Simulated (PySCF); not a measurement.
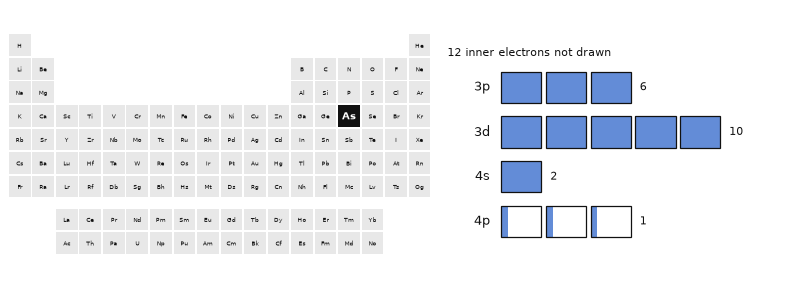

Fig. 1: Left, the place of arsenic in the periodic table; right, the outer shells of the nominal configuration: a box for each of the 2l + 1 orbitals, shaded by the share of the shell that is filled, with the electron count at the right.

**Run report: As²⁺, atomic calculation**

System: As²⁺, configuration 1s2 2s2 2p6 3s2 3p6 3d10 4s2 4p1, multiplicity 2.
Method: unrestricted PBE0, cc-pVTZ-PP with ECP10, scalar-relativistic core potential (PySCF).

## Input
```python
from pyscf import gto, scf, dft, mp, cc
import basis_set_exchange as bse
txt = bse.get_basis("cc-pVTZ-PP", elements=["As"], fmt="nwchem", header=False)
cut = txt.index("\nECP")
mol = gto.M(atom="As 0 0 0", charge=2, spin=1, symmetry="D2h",
            basis=gto.basis.parse(txt[:cut]),
            ecp={"As": gto.basis.parse_ecp(txt[cut:])})
mf = dft.UKS(mol, xc="PBE0")
mf.irrep_nelec = {'Ag': (4, 4), 'B1g': (1, 1), 'B2g': (1, 1), 'B3g': (1, 1), 'B1u': (1, 1), 'B2u': (2, 1), 'B3u': (1, 1)}
mf.kernel()
```

The script is an equivalent of what the driver set up; the driver started from orbitals of its own, so the log can be shorter than this script's would be, and it computed the properties (radii, ⟨L²⟩, response) afterwards. It also set what the script leaves out: hgrid = 0.5. It held the occupations shell by shell, which the script's counts by irreducible representation don't always enforce.

Hardware: 1 thread of Arm Neoverse V1, 23 GiB of memory available, shared host.

Launched within a batch (the task file carries these settings):
```bash
OMP_NUM_THREADS=1 python <driver script> TASK.json OUT
```

## Log (extracts)
```
damping factor = 0
level_shift factor = 0
DIIS = <class 'pyscf.scf.diis.CDIIS'>
diis_start_cycle = 1
diis_space = 10
diis_damp = 0
SCF conv_tol = 1e-09
SCF conv_tol_grad = None
number electrons alpha = 11  beta = 10
XC functionals = PBE0
    C. Adamo and V. Barone.,  J. Chem. Phys. 110, 6158 (1999)
    M. Ernzerhof and G. E. Scuseria.,  J. Chem. Phys. 110, 5029 (1999)
cycle= 1 E= -331.337517716866  delta_E= -0.00562  |g|= 0.0579  |ddm|= 0.304
cycle= 2 E= -331.337911164366  delta_E= -0.000393  |g|= 0.0359  |ddm|= 0.102
cycle= 3 E= -331.338150627876  delta_E= -0.000239  |g|= 0.000769  |ddm|= 0.0392
cycle= 4 E= -331.338151067681  delta_E= -4.4e-07  |g|= 6.1e-05  |ddm|= 0.00127
cycle= 5 E= -331.338151068811  delta_E= -1.13e-09  |g|= 1.25e-06  |ddm|= 0.000134
cycle= 6 E= -331.338151068812  delta_E= -1.08e-12  |g|= 7.15e-08  |ddm|= 6.77e-06
converged SCF energy = -331.338151068812  <S^2> = 0.75273136  2S+1 = 2.0027295
```

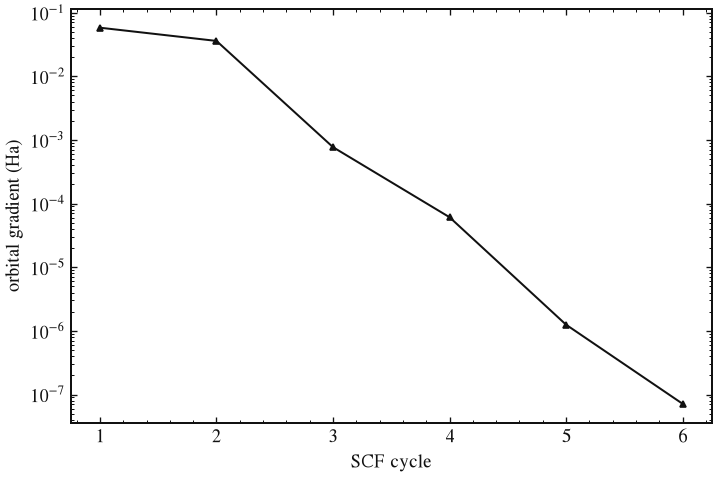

Fig. 2: Convergence: orbital gradient against the SCF cycle. The residual falls at every step. It goes from 0.058 to 7.1×10⁻⁸ in 6 steps.

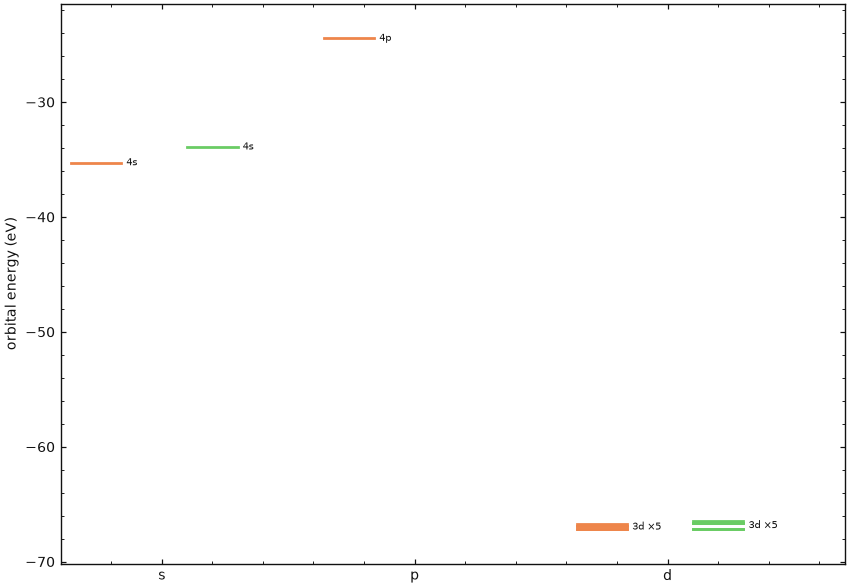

Fig. 3: Orbital energies of the mean field, from the top down to −67.2 eV, by angular momentum, α spin at the left of each column and β at the right; ×n counts the orbitals under one label. The highest filled orbital is 4p α at −24.4 eV, the lowest empty one p α at −21.7 eV.

## What the run reported

- outcome: converged
- total energy (valence electrons, under a core potential): −331.338151 hartree
- ⟨S²⟩: 0.753
- ⟨L²⟩: 2.01
- SCF iterations: 6

## What is odd here

One thing in this input was made odd on purpose: grid misses charge; radial grid too coarse. The program ran to the end. Its numbers are those of this setting; this run alone doesn't show how far the oddity moves them.
